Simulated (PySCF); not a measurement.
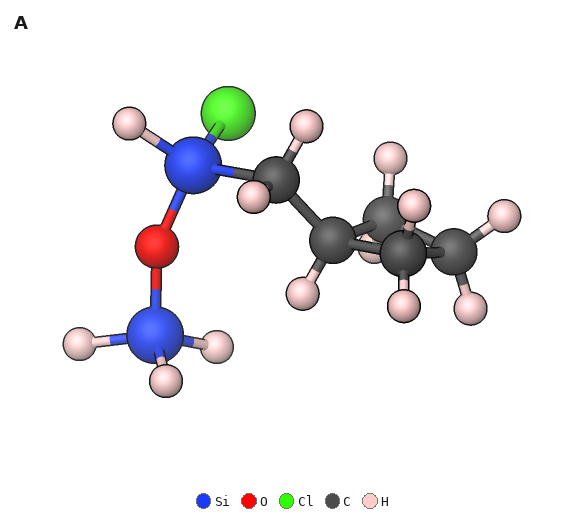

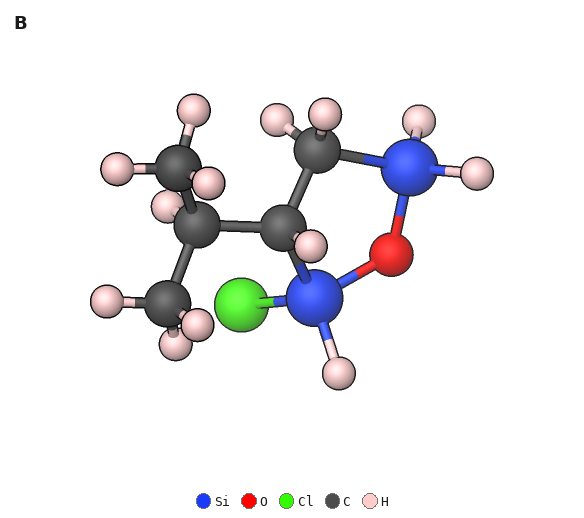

2 stationary structures of one formula. Geometries: GFN2-xTB. Electronic energies: PBE0/pcSseg-1 (PySCF 2.14.0), without zero-point energy. No frequency run is at hand to confirm each as a minimum. Each is one conformer, not always the lowest.

Are they conformers, stereoisomers or constitutional isomers?

Answer. They are constitutional isomers of C5H13ClOSi2: A `[SiH3]O[Si@H](Cl)CC1CCC1`, B `CC(C)[C@@H]1C[SiH2]O[Si@@H]1Cl`.

Rank them by energy, lowest first.

Answer. B is lowest; A lies 23.9 kcal/mol above it.

The geometry is semi-empirical. Around Si such bond lengths and angles can be off by a tenth of an ångström or more and by several degrees, and values that hang on the shape move with them.
